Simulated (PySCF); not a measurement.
C2H2K (charge +1)

The calculation's input:

```
{"job": {"kind": "inter", "xc": "wB97M-D3(BJ)", "basis": "def2-TZVPD", "pairs": false}, "charge": 1, "multiplicity": 1, "parts": [{"atoms": "0-3", "charge": 0, "multiplicity": 1}, {"atoms": "4-4", "charge": 1, "multiplicity": 1}]}
C     -0.592780     0.019357    -0.229102
C      0.531289    -0.034494     0.219354
H     -1.562929     0.067146    -0.695849
H      1.556348    -0.082670     0.548632
K     -1.169098    -0.018196     2.855097
```

Launched as:

```sh
OMP_NUM_THREADS=1 python cluster_run.py task.json out
```

Geometry: PBE0-D3(BJ)/def2-SVPD.

Method: wB97M-D3(BJ)/def2-TZVPD, SCF density, gas phase (PySCF 2.14.0).

What will maps of the electron density and electron localisation function show?

Answer. C–C (1.21 Å): ρ at the midpoint is about 2.8 e/Å³; the ELF peaks at about 0.85 between the atoms (a short, multiple covalent bond).
C–K (3.14 Å): ρ is about 0.07 e/Å³ halfway; the ELF peaks at about 0.75 in the valence shell of C, 0.9 Å from its nucleus, and is about 0.05 at the midpoint.
C–H (1.08 Å): ρ is about 2.1 e/Å³ halfway; the ELF climbs to about 1 towards the hydrogen, as it does in any bond to H; an ordinary covalent bond to hydrogen.

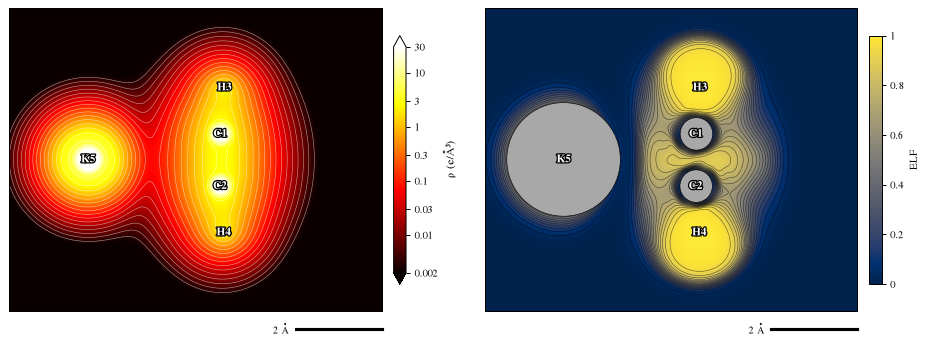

Computed electron density and electron localisation function on the molecular plane, in this order. Grey discs cover the atomic cores in the ELF map. 
